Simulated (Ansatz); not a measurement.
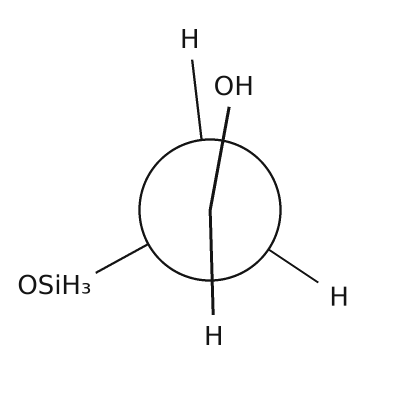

A Newman projection along the Al–C bond, aluminium in front; angles are drawn as computed, but eclipsed bonds slightly apart. The computed structure is the end point of a PBE0-D4/def2-TZVP optimisation. No frequency run is at hand to confirm it as a minimum.

**Which molecule is it?**

CH7AlO2Si, [OH][AlH][CH2]O[SiH3]

**What is the torsion angle from the front OH to the back OSiH3? The sign is positive where the front bond must turn clockwise to cover the back bond.**

−129°, anticlinal.
